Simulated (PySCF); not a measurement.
Geometry relaxation of C$_{6}$H$_{14}$N$_{2}$Si$_{2}$ (part 1 of 2)

The run: geometry relaxation of C$_{6}$H$_{14}$N$_{2}$Si$_{2}$. Method and program: PBE0-D3(BJ)/def2-SVP geometry optimisation, gas phase (PySCF 2.14.0).

It belongs to a series of runs on one base structure; here: constitutional isomer.

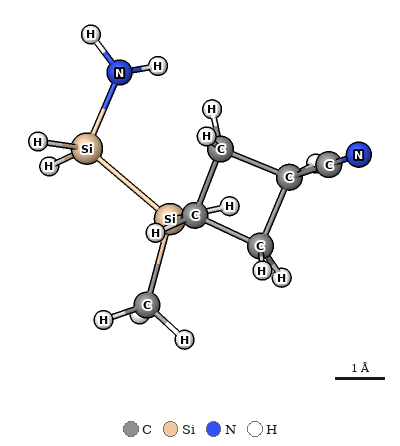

**Figure 1.** The structure as given in the input (ball-and-stick view, seen at an oblique angle).

## Input
```
{"job": {"xc": "PBE0", "basis": "def2-SVP", "d3": "d3bj", "grid": 1, "shake": 0.01, "kind": "geom"}, "charge": 0, "multiplicity": 1}
C      1.215160     2.384540    -0.968890
Si     0.927250     0.584860    -0.487790
Si     2.578810    -0.210360     0.897460
N      2.521180    -1.929130     0.842780
C     -0.773960     0.481770     0.366850
C     -1.989010     0.626910    -0.561760
C     -2.173730    -0.907870    -0.483260
C     -3.504300    -1.346180    -0.230860
N     -4.592330    -1.676380     0.028130
C     -1.214760    -0.948580     0.725040
H      1.310670     3.033760    -0.085710
H      0.362270     2.806720    -1.532170
H      2.056900     2.535960    -1.592310
H      0.764050    -0.159250    -1.749830
H      3.924430     0.308770     0.537900
H      2.427900     0.095230     2.341790
H      3.041980    -2.459400     1.492600
H      2.483280    -2.384200    -0.044930
H     -0.808440     1.158680     1.234630
H     -1.822530     1.025090    -1.550780
H     -2.834450     1.167020    -0.124680
H     -1.780880    -1.442060    -1.370410
H     -1.733630    -1.012590     1.643150
H     -0.450150    -1.713720     0.667270
```

The first line tells a small driver script what to run in PySCF; the rest is the geometry in Å.

Machine: 1 CPU thread, shared host.

Launched with:
```bash
OMP_NUM_THREADS=1 python <driver script> task.json out
```

## The program's output
```
step   0  E = -924.47154902  max force = 0.037072
step   1  E = -924.48175243  max force = 0.009616
step   2  E = -924.48230387  max force = 0.002467
step   3  E = -924.48256144  max force = 0.002011
step   4  E = -924.48264828  max force = 0.001373
step   5  E = -924.48271869  max force = 0.000647
step   6  E = -924.48278015  max force = 0.000820
step   7  E = -924.48284073  max force = 0.001011
step   8  E = -924.48287507  max force = 0.000601
step   9  E = -924.48289075  max force = 0.000248
step  10  E = -924.48289601  max force = 0.000246
optimisation converged
```

## Trajectory as extended XYZ (Å, eV, eV/Å), 11 frames, from step=0 to step=10
```
24
Properties=species:S:1:pos:R:3:forces:R:3 step=0 energy=-25156.15218
C     1.2152    2.3845   -0.9689   -1.3889   0.2384   0.7176
Si    0.9273    0.5849   -0.4878   -0.9048   1.1230   0.0891
Si    2.5788   -0.2104    0.8975    0.5872  -0.3800   0.3286
N     2.5212   -1.9291    0.8428   -0.9156   0.3541  -0.4121
C    -0.7740    0.4818    0.3669    0.3371   0.2853   0.5386
C    -1.9890    0.6269   -0.5618    0.1040  -0.3400   0.1452
C    -2.1737   -0.9079   -0.4833    0.2920   0.1014  -0.3222
C    -3.5043   -1.3462   -0.2309   -1.9063  -0.7596   0.3177
N    -4.5923   -1.6764    0.0281    0.8537   0.2659  -0.2280
C    -1.2148   -0.9486    0.7250    0.6433   0.2530  -1.5522
H     1.3107    3.0338   -0.0857    0.1563  -0.0661   0.1124
H     0.3623    2.8067   -1.5322   -0.0802  -0.2783   0.0490
H     2.0569    2.5360   -1.5923    1.4296   0.1078  -0.8077
H     0.7641   -0.1593   -1.7498    0.1728  -0.5227  -0.3602
H     3.9244    0.3088    0.5379    0.2368   0.3977  -0.1989
H     2.4279    0.0952    2.3418   -0.2259   0.3507   0.1883
H     3.0420   -2.4594    1.4926    0.6786  -0.7332   0.8865
H     2.4833   -2.3842   -0.0449   -0.0030  -0.3947  -0.6443
H    -0.8084    1.1587    1.2346    0.2145   0.1307  -0.0347
H    -1.8225    1.0251   -1.5508    0.1276   0.2712  -0.7371
H    -2.8344    1.1670   -0.1247   -0.0811   0.0515   0.1896
H    -1.7809   -1.4421   -1.3704    0.0313   0.1831   0.1824
H    -1.7336   -1.0126    1.6432   -0.7414  -0.1434   1.3882
H    -0.4501   -1.7137    0.6673    0.3824  -0.4957   0.1639
24
Properties=species:S:1:pos:R:3:forces:R:3 step=1 energy=-25156.42983
C     1.1876    2.4724   -0.9664    0.1651   0.1105  -0.2184
Si    0.9055    0.6739   -0.4868   -0.0818  -0.0169  -0.0266
Si    2.5816   -0.2369    0.8738    0.0255   0.2103  -0.0148
N     2.4380   -1.9677    0.8119    0.0656  -0.2225   0.1494
C    -0.7567    0.5106    0.4101    0.0124  -0.0008   0.0079
C    -1.9845    0.6170   -0.5239   -0.0625   0.0458  -0.1529
C    -2.1448   -0.9219   -0.4472   -0.1051   0.0599   0.0692
C    -3.4835   -1.4544   -0.2589    0.4945   0.0150  -0.2399
N    -4.5400   -1.9082   -0.1530   -0.4475  -0.0948   0.1545
C    -1.1670   -0.9406    0.7538   -0.1103  -0.0955   0.1828
H     1.3122    3.1099   -0.0796    0.0296   0.0014   0.0783
H     0.3186    2.8541   -1.5239   -0.0680  -0.0140  -0.0133
H     2.0726    2.6156   -1.6157   -0.1206  -0.1148   0.1724
H     0.8029   -0.1622   -1.7382    0.0246   0.0113   0.0329
H     3.9138    0.3485    0.4860    0.0472  -0.0585   0.0049
H     2.3491    0.1851    2.2927    0.0185  -0.0294   0.0147
H     2.9501   -2.5343    1.4881   -0.1245   0.1086  -0.1769
H     2.4036   -2.4327   -0.0897    0.0292   0.0355   0.0316
H    -0.7742    1.1979    1.2696    0.0520   0.0581  -0.0005
H    -1.8276    1.0256   -1.5364   -0.0317  -0.0160   0.0549
H    -2.8375    1.1434   -0.0720    0.0123  -0.0055   0.0427
H    -1.7114   -1.4201   -1.3281    0.0388   0.0272  -0.0100
H    -1.7019   -1.0219    1.7193    0.1351   0.0212  -0.2118
H    -0.3809   -1.7092    0.7188    0.0016  -0.0360   0.0689
24
Properties=species:S:1:pos:R:3:forces:R:3 step=2 energy=-25156.44484
C     1.1977    2.4788   -0.9683   -0.0046   0.0827  -0.0577
Si    0.9036    0.6837   -0.4873   -0.0661  -0.0103   0.0048
Si    2.5799   -0.2281    0.8762    0.0278   0.1081  -0.0059
N     2.4092   -1.9586    0.8085   -0.0393  -0.0642   0.0294
C    -0.7602    0.5168    0.4055   -0.0190  -0.0291  -0.0054
C    -1.9950    0.6147   -0.5256   -0.0062  -0.0048  -0.0408
C    -2.1395   -0.9268   -0.4509   -0.0491   0.0421   0.0674
C    -3.4708   -1.4756   -0.2617    0.0133  -0.1103  -0.1269
N    -4.5299   -1.9272   -0.1326    0.0112   0.0649   0.0712
C    -1.1615   -0.9392    0.7519   -0.0084  -0.0284  -0.0044
H     1.3258    3.1126   -0.0769    0.0037  -0.0180   0.0043
H     0.3336    2.8651   -1.5336    0.0127  -0.0083   0.0130
H     2.0903    2.5984   -1.6023   -0.0018  -0.0403   0.0384
H     0.8079   -0.1559   -1.7344    0.0287  -0.0058   0.0028
H     3.9281    0.3247    0.4916    0.0069  -0.0289   0.0016
H     2.3561    0.1842    2.2995    0.0167  -0.0069   0.0033
H     2.9092   -2.5362    1.4770   -0.0092  -0.0007  -0.0162
H     2.3760   -2.4142   -0.0969    0.0192   0.0106  -0.0157
H    -0.7757    1.2091    1.2625    0.0263   0.0174  -0.0111
H    -1.8491    1.0257   -1.5370   -0.0125   0.0080   0.0094
H    -2.8483    1.1330   -0.0647    0.0109  -0.0171   0.0335
H    -1.6988   -1.4161   -1.3335    0.0381   0.0277   0.0029
H    -1.6924   -1.0208    1.7121    0.0060   0.0195  -0.0286
H    -0.3707   -1.7043    0.7251   -0.0052  -0.0078   0.0307
24
Properties=species:S:1:pos:R:3:forces:R:3 step=3 energy=-25156.45185
C     1.2112    2.4899   -0.9718   -0.0708  -0.0093   0.0513
Si    0.8995    0.6973   -0.4880   -0.0274   0.0111   0.0076
Si    2.5730   -0.2213    0.8767    0.0131  -0.0029   0.0033
N     2.3623   -1.9506    0.8005   -0.0686   0.0314  -0.0313
C    -0.7649    0.5244    0.4018   -0.0150  -0.0218   0.0026
C    -2.0055    0.6094   -0.5242    0.0252  -0.0184   0.0053
C    -2.1262   -0.9340   -0.4532   -0.0167   0.0033   0.0297
C    -3.4475   -1.5061   -0.2682   -0.1034  -0.0696  -0.0343
N    -4.5052   -1.9541   -0.1119    0.0973   0.0563   0.0103
C    -1.1548   -0.9341    0.7544    0.0575  -0.0008  -0.0734
H     1.3403    3.1190   -0.0768   -0.0081  -0.0041  -0.0161
H     0.3592    2.8855   -1.5480    0.0283   0.0085  -0.0005
H     2.1162    2.5833   -1.5874    0.0517   0.0123  -0.0388
H     0.8168   -0.1480   -1.7315    0.0217  -0.0071  -0.0102
H     3.9365    0.2918    0.4922   -0.0094   0.0005  -0.0062
H     2.3641    0.1837    2.3043    0.0117   0.0067  -0.0026
H     2.8486   -2.5449    1.4616    0.0395  -0.0409   0.0491
H     2.3308   -2.3927   -0.1116    0.0126  -0.0025  -0.0217
H    -0.7799    1.2221    1.2549    0.0119   0.0004  -0.0084
H    -1.8725    1.0266   -1.5339   -0.0115   0.0220  -0.0108
H    -2.8611    1.1127   -0.0514    0.0020  -0.0167   0.0198
H    -1.6689   -1.4100   -1.3348    0.0274   0.0183   0.0085
H    -1.6890   -1.0127    1.7094   -0.0605   0.0206   0.0601
H    -0.3573   -1.6931    0.7413   -0.0084   0.0028   0.0066
24
Properties=species:S:1:pos:R:3:forces:R:3 step=4 energy=-25156.45421
C     1.2178    2.4948   -0.9727   -0.0446  -0.0366   0.0546
Si    0.8967    0.7036   -0.4875   -0.0035   0.0105   0.0010
Si    2.5696   -0.2218    0.8741    0.0006  -0.0351   0.0046
N     2.3359   -1.9498    0.7941   -0.0424   0.0328  -0.0211
C    -0.7676    0.5290    0.4022   -0.0119  -0.0105   0.0079
C    -2.0102    0.6068   -0.5213    0.0297  -0.0134  -0.0003
C    -2.1170   -0.9374   -0.4533   -0.0100  -0.0099   0.0091
C    -3.4338   -1.5225   -0.2773   -0.0706  -0.0186   0.0051
N    -4.4902   -1.9690   -0.1109    0.0621   0.0196  -0.0127
C    -1.1548   -0.9286    0.7612    0.0474   0.0007  -0.0411
H     1.3447    3.1231   -0.0771   -0.0081   0.0050  -0.0129
H     0.3753    2.8970   -1.5572    0.0175   0.0085  -0.0086
H     2.1307    2.5775   -1.5791    0.0308   0.0206  -0.0314
H     0.8235   -0.1446   -1.7300    0.0094  -0.0011  -0.0080
H     3.9381    0.2720    0.4832   -0.0080   0.0088  -0.0096
H     2.3749    0.1823    2.3037    0.0072   0.0058  -0.0027
H     2.8192   -2.5525    1.4509    0.0275  -0.0215   0.0309
H     2.3064   -2.3844   -0.1221    0.0085  -0.0055  -0.0105
H    -0.7821    1.2305    1.2522    0.0106   0.0007  -0.0061
H    -1.8848    1.0298   -1.5297   -0.0149   0.0195  -0.0060
H    -2.8683    1.0991   -0.0414   -0.0008  -0.0117   0.0133
H    -1.6446   -1.4053   -1.3313    0.0168   0.0105   0.0066
H    -1.6984   -0.9999    1.7125   -0.0460   0.0200   0.0344
H    -0.3555   -1.6855    0.7611   -0.0070   0.0007   0.0035
24
Properties=species:S:1:pos:R:3:forces:R:3 step=5 energy=-25156.45613
C     1.2212    2.4960   -0.9718    0.0019  -0.0293   0.0245
Si    0.8938    0.7061   -0.4858    0.0170  -0.0024  -0.0053
Si    2.5690   -0.2279    0.8675   -0.0087  -0.0333   0.0024
N     2.3160   -1.9543    0.7888   -0.0062   0.0113  -0.0005
C    -0.7696    0.5341    0.4059   -0.0123   0.0026   0.0135
C    -2.0130    0.6073   -0.5160    0.0242  -0.0061  -0.0165
C    -2.1078   -0.9374   -0.4522   -0.0111  -0.0114  -0.0027
C    -3.4217   -1.5340   -0.2925   -0.0044   0.0251   0.0267
N    -4.4770   -1.9822   -0.1270    0.0012  -0.0185  -0.0232
C    -1.1598   -0.9203    0.7729    0.0185  -0.0022   0.0000
H     1.3440    3.1257   -0.0770   -0.0056   0.0081  -0.0031
H     0.3877    2.9030   -1.5651   -0.0001   0.0007  -0.0101
H     2.1406    2.5740   -1.5716   -0.0019   0.0144  -0.0042
H     0.8273   -0.1436   -1.7283   -0.0052   0.0062  -0.0035
H     3.9379    0.2520    0.4616   -0.0029   0.0079  -0.0098
H     2.3945    0.1789    2.2988    0.0024   0.0015  -0.0009
H     2.8028   -2.5607    1.4414    0.0045   0.0050   0.0015
H     2.2873   -2.3847   -0.1300    0.0029  -0.0055   0.0022
H    -0.7816    1.2403    1.2519    0.0125   0.0055  -0.0035
H    -1.8949    1.0382   -1.5223   -0.0152   0.0119   0.0026
H    -2.8737    1.0883   -0.0292   -0.0014  -0.0060   0.0095
H    -1.6170   -1.3976   -1.3241    0.0064   0.0038   0.0017
H    -1.7186   -0.9792    1.7181   -0.0133   0.0144  -0.0079
H    -0.3618   -1.6780    0.7903   -0.0034  -0.0036   0.0066
```
